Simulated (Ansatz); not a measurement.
# How fast states decay through IBrCl2, part 3 of 3

Aim: relax a made-up compound, IBrCl2, and see how good a tunnel barrier it would be. It is built by putting I for part of the Br in the BrCl structure of space group Cmc2_1, with the volume rescaled by atomic radii. The parent structure comes from the Materials Project.

Ansatz 0.2.0; r2SCAN DFT, plane waves, PAW files (the session's first sound run).

So far, decay constant at the filling level, zone centre (Å⁻¹): step 4 (complex bands, plane (010), k-mesh 4×8×8) 0.380; step 5 (plane (001), k-mesh 6×6×4) 0.341.

The structure was built from a prototype and need not be the compound's stable phase.

## 6. Band edges at another level, cutoff 420 eV

This step: PBEsol DFT, plane waves, PAW files (Ansatz 0.2.0).

The edges again with PBEsol, at the same atoms. Against that run the cutoff is 420 eV against 500.

input.yaml reads:

```yaml
crystal:
  lattice:
    - [3.4773127206, -2.4700975734, -0.0076272766]
    - [3.4773127206, 2.4700975734, 0.0076272766]
    - [0.0, 0.0237185812, 7.9816904828]
  atoms:
    - { symbol: I, position: [0.0003510575, 0.9996489425, 0.6252909707] }
    - { symbol: Br, position: [0.999858954, 0.000141046, 0.1250024719] }
    - { symbol: Cl, position: [0.6993256925, 0.3006743075, 0.3615668356] }
    - { symbol: Cl, position: [0.300464296, 0.699535704, 0.8881397218] }
kpoints:
  mp_grid: { grid: [6, 6, 4] }
  band_path: { path: [VBM, CBM], npoints: 30 }
scf:
  occupations: { method: fixed }
hamiltonian:
  xc: pbesol
output:
  eigenvalues: true
```

Started as:

```sh
$ ansatz run input.yaml --threads 2 --pin off --max-ram 4096MiB --backend cpu --events-out ev --progress --plain --runs-dir out
```

Numbers of over 12 decimals in the logs are rounded to 6 here.

The log of the run:

```text
[...]
Crystal: 4 atoms, lattice volume = 137.113 Å³
Basis set: ecut = 420 eV, 2657 PW (Γ)
Bands: 23, of which v1, the nominal top of the filled ones, is band 19 counted from 1 (18 counted from 0)
Symmetry: 2 space group operations
[...]
k-points: 47 of 144 (time reversal used)
[...]
SCF iter   1: F=—  HF=-12290.766142 eV  |F-HF|=—  |Δ(HF+E_count)|=         —  Δρ=4.06e-3  dr2=4.19e-2  ethr=1.77e-3  ⟨swp⟩=5.0  Hψ=4673  notcnv=0  defer=94
[...]
SCF iter   7: F=-12290.755250 eV  HF=-12290.755250 eV  |F-HF|=2.79e-9  |Δ(HF+E_count)|=   1.53e-7  Δρ=2.67e-6  dr2=2.07e-8  ethr=2.63e-10  ⟨swp⟩=9.0  Hψ=5095  notcnv=0
SCF 1 converged in 7 iterations: F = -12290.755250 eV  dr2 = 2.07e-8
[...]
SCF converged after 7 iterations
Free energy (F): -12290.755250 eV
[...]
Internal energy: -12290.755250 eV  (E = F + TS)
E sigma→0 (E₀):  -12290.755250 eV
Fermi energy:    2.114556 eV
[...]
--- Band table (eV; the first three rows and the last of 47) ---
  k-point 0: bands = [... 15 lower, 0.4489, 1.2901, 1.4687, 2.1146, 3.6663, 4.7586, 7.5135, 8.3647]
  k-point 1: bands = [... 15 lower, 0.6328, 1.3168, 1.3905, 2.1048, 3.6683, 4.4681, 7.8347, 8.5636]
  k-point 2: bands = [... 15 lower, 0.7850, 1.3086, 1.3432, 2.0946, 3.8191, 4.0483, 8.3473, 8.5763]
  k-point 46: bands = [... 15 lower, 0.7845, 1.1491, 1.2142, 1.3074, 3.7052, 3.9581, 9.4275, 10.3265]
```

Wall time 9.8 s (2 threads of AMD EPYC 9R45, shared host); peak memory 0.47 GiB; 19 s of CPU time.

This step gave:

| Item | Value |
| --- | --- |
| free energy | -12290.7552 eV |
| Fermi energy | 2.115 eV |
| gap on the k-mesh | 1.526 eV |
| gap on path | 1.493 eV, by band count; negative where bands overlap |
| direct gap on path | 1.551 eV |

The electronic bands at the labelled points (eV, zero at the Fermi level (highest filled level under fixed occupations); v1 is the highest filled band, c1 the lowest empty one):

```tsv
point	v4	v3	v2	v1	c1	c2	c3	c4
VBM	-1.67	-0.82	-0.65	0.00	1.55	2.64	5.40	6.25
CBM	-1.48	-0.88	-0.66	-0.10	1.49	2.62	5.79	6.83
```

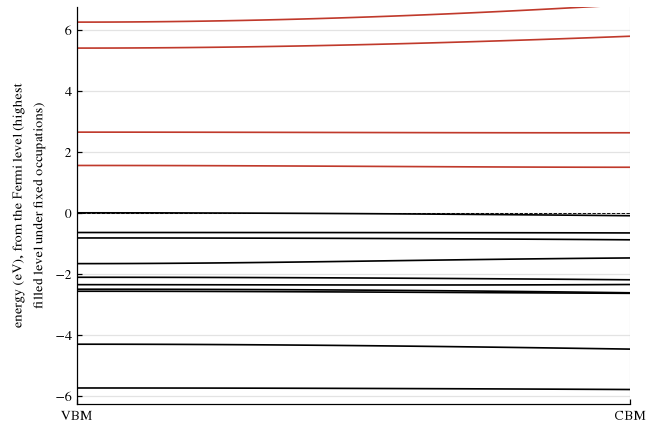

Electronic bands along the path; lines of filled and empty bands in two colours.

The searched edges give 1.49 eV, under the 1.53 eV of the mesh, which misses an edge.

## 7. Complex bands at another level, cutoff 420 eV

This step: PBEsol DFT, plane waves, PAW files; complex bands by layer matching along the plane's normal (Ansatz 0.2.0).

The complex bands at that level, over its own gap, at (0, 0) and (-0.0573, -0.1979).

input.yaml reads:

```yaml
crystal:
  lattice:
    - [7.981725724, 0.0, 0.0]
    - [-0.029934822, 4.940128004, 0.0]
    - [-0.014967411, 2.470064002, 3.477312721]
  atoms:
    - { symbol: I, position: [0.6252909707, 0.0003510575, 0.0] }
    - { symbol: Br, position: [0.1250024719, 0.999858954, 0.0] }
    - { symbol: Cl, position: [0.3615668356, 0.6993256925, 0.0] }
    - { symbol: Cl, position: [0.8881397218, 0.300464296, 0.0] }
kpoints:
  mp_grid: { grid: [4, 8, 8] }
scf:
  occupations: { method: fixed }
hamiltonian:
  xc: pbesol
output:
  eigenvalues: true
  transmission:
    leads: [[0, 0]]
    kpoints: [[0.0, 0.0], [-0.0573, -0.1979]]
    e_range: [-1.0, 2.49]
    de: 0.06
```

The log of the run:

```text
[...]
Crystal: 4 atoms, lattice volume = 137.113 Å³
Basis set: ecut = 420 eV, 2657 PW (Γ)
Bands: 23, of which v1, the nominal top of the filled ones, is band 19 counted from 1 (18 counted from 0)
Symmetry: 2 space group operations
[...]
k-points: 78 of 256 (time reversal used)
[...]
SCF iter   1: F=—  HF=-12290.766229 eV  |F-HF|=—  |Δ(HF+E_count)|=         —  Δρ=4.06e-3  dr2=4.20e-2  ethr=1.77e-3  ⟨swp⟩=5.0  Hψ=7760  notcnv=0  defer=156
[...]
SCF iter   7: F=-12290.755264 eV  HF=-12290.755264 eV  |F-HF|=1.91e-8  |Δ(HF+E_count)|=   1.53e-7  Δρ=3.45e-6  dr2=3.75e-8  ethr=2.63e-10  ⟨swp⟩=8.9  Hψ=8514  notcnv=0
SCF 1 converged in 7 iterations: F = -12290.755264 eV  dr2 = 3.75e-8
[...]
transmission: 6 of 12 steps passed
transmission: 12 of 12 steps passed
SCF converged after 7 iterations
Free energy (F): -12290.755264 eV
[...]
Internal energy: -12290.755264 eV  (E = F + TS)
E sigma→0 (E₀):  -12290.755264 eV
Fermi energy:    2.114556 eV
[...]
--- Band table (eV; the first three rows and the last of 78) ---
  k-point 0: bands = [... 15 lower, 0.4489, 1.2901, 1.4687, 2.1146, 3.6663, 4.7586, 7.5135, 8.3648]
  k-point 1: bands = [... 15 lower, 0.5302, 1.1885, 1.4387, 1.9970, 3.6835, 4.7217, 7.9551, 8.7619]
  k-point 2: bands = [... 15 lower, 0.5104, 0.8236, 1.3542, 1.9082, 3.7267, 4.6406, 8.7423, 9.3967]
  k-point 77: bands = [... 15 lower, 1.2456, 1.4371, 1.6068, 1.7457, 4.0342, 4.3860, 9.7253, 9.9319]
--- Transmission ---
  basis      : 351 plane waves across, 6 finite elements along
  points     : 2, as listed
[...]
crystal 0  : I1Br1Cl2, at the sites [0, 0], period 3.4773 Å: whole cells are its period
[...]
channels       : 0.000000e0 a spin
[...]
slowest decay  : 0.3450 /Å at (-0.0573, -0.1979)
```

It took 39 s on 2 threads; peak memory 0.99 GiB.

Numbers from this step:

```
free energy                                               : -12290.7553 eV
gap on the k-mesh                                         : 1.523 eV
level to which the leads are filled                       : 0.7613 eV from the Fermi level
decay constant at the filling level, zone centre          : 0.3478 Å⁻¹
decay constant at the filling level, slowest listed point : 0.345 Å⁻¹
```

K parallel (0, 0); values up to 1.5 1/Å, a degenerate pair printed once or twice; energies at which all values exceed this have no row. The Im kz of the slowest decaying states by energy, zero at the highest filled level on the SCF mesh:

```tsv
energy (eV)	decay 1 (Å⁻¹)	decay 2 (Å⁻¹)	decay 3 (Å⁻¹)	decay 4 (Å⁻¹)
-1.000	0.446	0.529	0.559	0.780
-0.520	0.350	0.434	0.454	0.479
0.020	0.0789	0.415	0.506	0.527
0.500	0.308	0.534	0.544	0.621
0.980	0.375	0.529	0.552	0.692
1.520	0.360	0.410	0.552	0.709
2.000	0.421	0.545	0.574	0.664
```

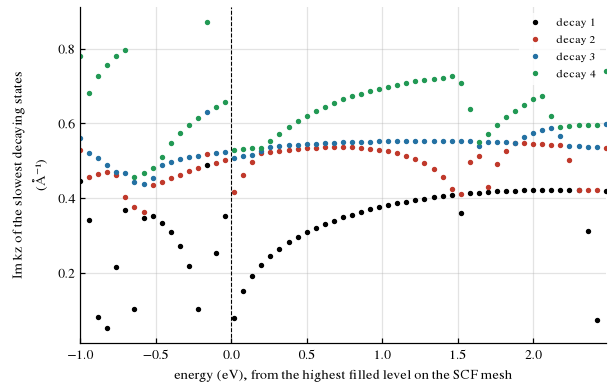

Im kz of the slowest decaying states against energy.

K parallel (-0.0573, -0.1979); values up to 1.5 1/Å, a degenerate pair printed once or twice; energies at which all values exceed this have no row. The Im kz of the slowest decaying states by energy, zero at the highest filled level on the SCF mesh:

```tsv
energy (eV)	decay 1 (Å⁻¹)	decay 2 (Å⁻¹)	decay 3 (Å⁻¹)	decay 4 (Å⁻¹)
-1.0000	0.338	0.388	0.519	0.790
-0.7600	0.150	0.354	0.545	0.833
-0.5200	0.268	0.306	0.563	0.870
-0.2200	0.362	0.577	0.905	0.922
0.0200	0.212	0.407	0.416	0.585
0.2600	0.301	0.459	0.531	0.591
0.5000	0.334	0.489	0.595	0.598
0.7400	0.345	0.511	0.596	0.637
0.9800	0.339	0.528	0.592	0.657
1.2200	0.305	0.542	0.583	0.657
1.5200	0.523	0.570	0.585	0.774
1.7600	0.483	0.484	0.606	0.721
2.0000	0.505	0.589	0.618	0.647
2.2400	0.489	0.541	0.616	0.617
```

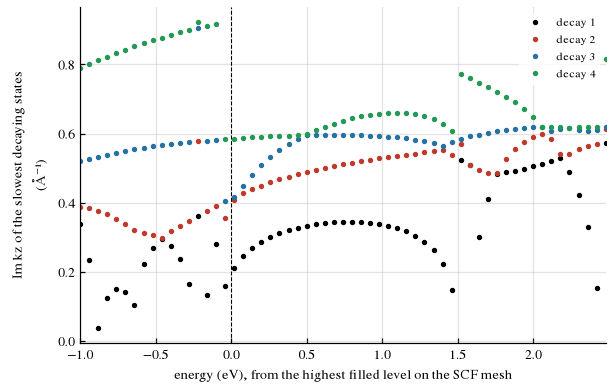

Im kz of the slowest decaying states, plotted against energy.

At the listed wavevectors the last open channel is at -0.04 eV and the next at +1.52 eV on the grid. At +0.74 eV, the grid energy nearest the filling level (the middle of the gap on the SCF mesh), the slowest state at the listed wavevectors decays with κ = 0.345 Å⁻¹, its amplitude falling by e over 2.9 Å; the first such run, plane (010), gave 0.380 Å⁻¹.

## 8. Outcome

| Quantity | Value |
| --- | --- |
| band gap | 1.79 eV |
| least decay constant at mid-gap, normal to (010) | 0.380 Å⁻¹ |
| least decay constant at mid-gap, normal to (001) | 0.271 Å⁻¹ |
| least decay constant, PBEsol | 0.345 Å⁻¹ |

**Reading.** With r2SCAN, the slowest decay at the wavevectors tried is κ = 0.271 Å⁻¹, normal to (001). Through such a film the transmission near mid-gap falls as exp(−2κd), a factor of ten every 4.3 Å. The decay depends on direction: 1.4 times faster normal to (010). A free electron under a barrier of half the gap would need a mass of 0.31 mₑ to decay at this rate. The slowest decay isn't at the zone centre. With PBEsol the gap goes from 1.79 to 1.49 eV and the decay constant, over the first 2 listed wavevectors, from 0.380 to 0.345 Å⁻¹. The compound is made up by substitution; its stability against other phases and against distortions of the cell's symmetry was not tested. r2SCAN still narrows gaps, if less than LDA and GGA do, while spin-orbit coupling, left out here, narrows them in compounds of heavy elements, so the error in κ can go either way.

[Logs are printed without paths, hosts, clocks, repeated set-up lines and the standing remarks that a program may print on its own settings, such as how far it seeks lower states.]

[Hosts, paths, dates, database ids (printed as entryN), source tags and the programs' standing remarks are cut or masked in the printed files.]

[New means built here by substitution; the compound itself may be known and measured.]
